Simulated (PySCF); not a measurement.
# CH₃NOSi (SMILES N#C[SiH2]O): what the fields show

```xyz
7

N     2.5147   -0.5907    0.2575
C     1.4536   -0.1804    0.1242
Si   -0.2833    0.4956   -0.0768
O    -1.3172   -0.7080   -0.3981
H    -0.3424    1.3079   -1.2792
H    -0.5803    1.1570    1.1934
H    -1.4417   -1.4764    0.1519
```

Geometry: GFN2-xTB.

Computed with PBE0/def2-SVPD, SCF density, gas phase (PySCF 2.14.0).

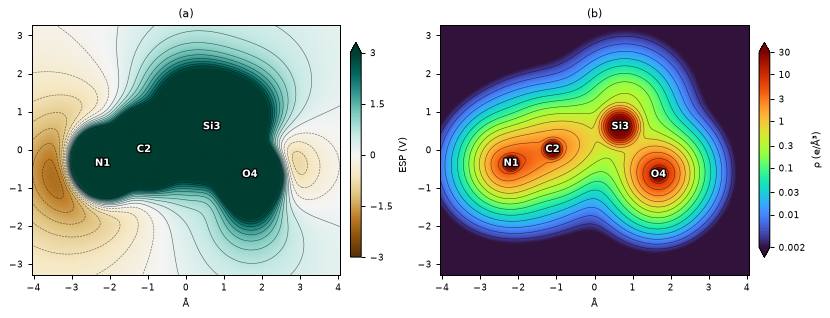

Figure 1. (a) electrostatic potential; (b) total electron density on the plane of atoms C2, Si3 and O4.

> Describe what can be read from this map.

The section cuts through N, C, Si and O sites.
C–N (1.15 Å): ρ at the midpoint is about 3.6 e/Å³.
Si–O (1.62 Å): ρ is about 1.2 e/Å³ halfway.
C–Si (1.87 Å): ρ is about 0.89 e/Å³ halfway.
Outside the dense part of the molecule the potential is most negative (−2.0 V) near N1.

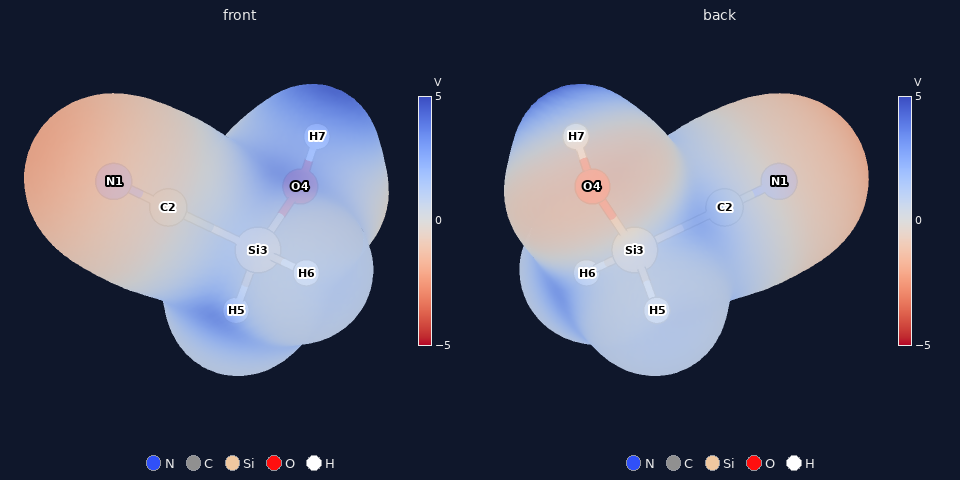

Figure 2. The molecular electrostatic potential painted on the density surface at 0.004 e/bohr³, seen from the front and from behind; red is negative and blue positive.

> Which sites attract a positive test charge, and which a negative one?

A positive charge is drawn to the negative regions and a negative charge to the positive ones. The most negative region (about −1.9 V) lies over N1, the most positive (about +4.0 V) over H7. N1 is the likeliest acceptor of a hydrogen bond.

> How polar is the molecule by this calculation?

Its dipole moment is 3.16 D.
